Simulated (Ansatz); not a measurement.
# Pressure series in NiSi

The parent structure is NiSi (space group Pnma, No. 62; a = 5.1899 Å, b = 3.3505 Å, c = 5.6240 Å; non-magnetic).

Cell and atoms are relaxed at each pressure.

Method: DFT with PBE, PAW potentials and a 420 eV plane-wave cutoff in Ansatz (an electronic-structure program), no SOC.

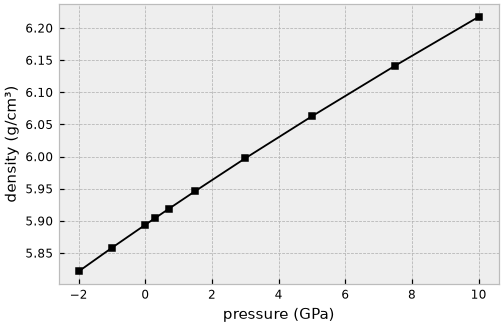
*Density against pressure*

| pressure (GPa) | density |
|---|---|
| -2 | 5.82 g/cm³ |
| -1 | 5.86 g/cm³ |
| 0.3 | 5.90 g/cm³ |
| 0.7 | 5.92 g/cm³ |
| 1.5 | 5.95 g/cm³ |
| 3 | 6.00 g/cm³ |
| 5 | 6.06 g/cm³ |
| 7.5 | 6.14 g/cm³ |
| 10 | 6.22 g/cm³ |

Load acts through the strain it causes; cell and atoms are relaxed under it. No phonon test of stability was made. Competing high-pressure phases were not computed. Seeded moments were not kept for the base. All final runs are without spin polarisation.
